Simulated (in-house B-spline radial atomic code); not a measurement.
# Ir⁶⁺: ionisation energy by several methods

How far do functionals differ on the ionisation energy of Ir⁶⁺? Each run solves Ir⁶⁺ and then the next ion ([Xe] 4f14 5d2).

Program: in-house B-spline radial atomic code version 1. Level of theory: non-relativistic, several functionals, spin-polarised, exact exchange averaged over the configuration; spherical all-electron atom at the radial basis limit. These are calculated values, not measurements, unless marked.

## 1. Starting point

| Quantity | Value |
| --- | --- |
| element | iridium (Z = 77) |
| charge | +6 |
| electrons | 71 |
| configuration | [Xe] 4f14 5d3 |
| nucleus | point |

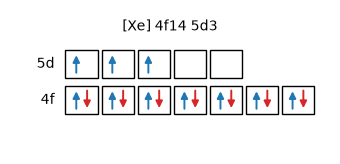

Occupation of the outer shells (arrows by Hund's rule).

Where spins are not typed, each open shell is filled with up spins first.

## 2. CAM-B3LYP, a range-separated hybrid

The run's settings:

```ini
Z = 77
electrons = 71.0
configuration = [Xe] 4f14 5d3
hamiltonian = nr
method = camb3lyp
spin_polarised = True
exact_exchange = averaged over the configuration
```

The run is started by

```console
python run_scf.py task.json out
```

task.json lists these runs, among others, and the program works through them in turn.

## 3. ωB97X, a range-separated hybrid

Changes to the settings of step 2:

```diff
@@ -4,3 +4,3 @@
 hamiltonian = nr
-method = camb3lyp
+method = wb97x
 spin_polarised = True
```

## 4. TPSSh, a global hybrid

Changes to the settings of step 3:

```diff
@@ -4,3 +4,3 @@
 hamiltonian = nr
-method = wb97x
+method = tpssh
 spin_polarised = True
```

## 5. B3LYP, a global hybrid

Changes to the settings of step 4:

```diff
@@ -4,3 +4,3 @@
 hamiltonian = nr
-method = tpssh
+method = b3lyp
 spin_polarised = True
```

## 6. B97-1, a global hybrid

Changes to the settings of step 5:

```diff
@@ -4,3 +4,3 @@
 hamiltonian = nr
-method = b3lyp
+method = b97_1
 spin_polarised = True
```

The tabulated ionisation energy is 89 ± 2 eV (tabulated theoretical; NIST Atomic Spectra Database). What does each method give, and which comes nearest?

**Answer**, as computed:

| method | rung | total energy (hartree) | ΔSCF (eV) | −ε highest (eV) | ΔSCF less tabulated (eV) |
| --- | --- | --- | --- | --- | --- |
| TPSSh | global hybrid | -16801.1995 | 90.902 | 83.891 (5d up) | +1.902 |
| B3LYP | global hybrid | -16802.0578 | 90.899 | 84.684 (5d up) | +1.899 |
| B97-1 | global hybrid | -16801.6693 | 90.813 | 84.703 (5d up) | +1.813 |
| CAM-B3LYP | range-separated hybrid | -16802.5055 | 90.864 | 86.594 (5d up) | +1.864 |
| ωB97X | range-separated hybrid | -16802.3250 | 90.584 | 87.526 (5d up) | +1.584 |

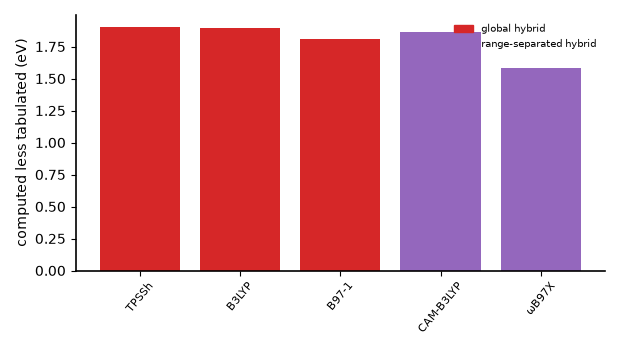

Error of each method against the tabulated value; one colour a rung.

The tabulated ionisation energy is 89 ± 2 eV (tabulated theoretical; NIST Atomic Spectra Database). ωB97X comes nearest (+1.584 eV) and TPSSh is farthest (+1.902 eV, 2.1 %). The table's own uncertainty is as large as these misses, so the order means little. All methods miss on the same side by much the same amount, which points to something that they share. These runs lack relativity altogether, which can outweigh the gaps between the methods, so the nearest may be so by luck. These runs leave out relativity, which matters at this nuclear charge. Open shells are averaged (over orientations, and over spins where the run is restricted), while tables refer to the lowest levels.
